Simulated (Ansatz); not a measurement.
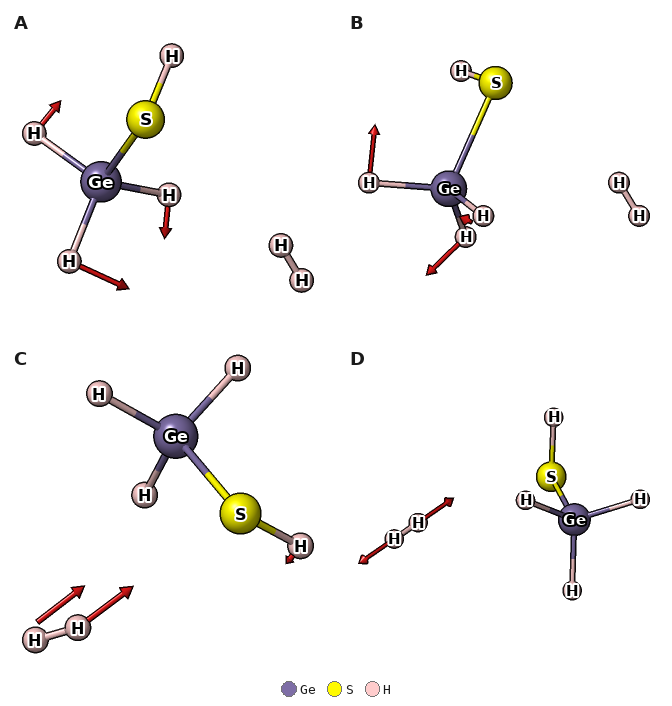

4 normal modes of one molecule or complex, as arrows. Harmonic vibrations computed with RKS PBE0-D4/def2-TZVP (Ansatz 0.2.0) at a stationary point of the same level.

Match the panels to the wavenumbers 137 cm⁻¹, 570 cm⁻¹, 869 cm⁻¹, 4386 cm⁻¹.

A: 869 cm⁻¹, H–Ge–H bending
B: 570 cm⁻¹, H–Ge–S bending
C: 137 cm⁻¹
D: 4386 cm⁻¹, H–H stretching
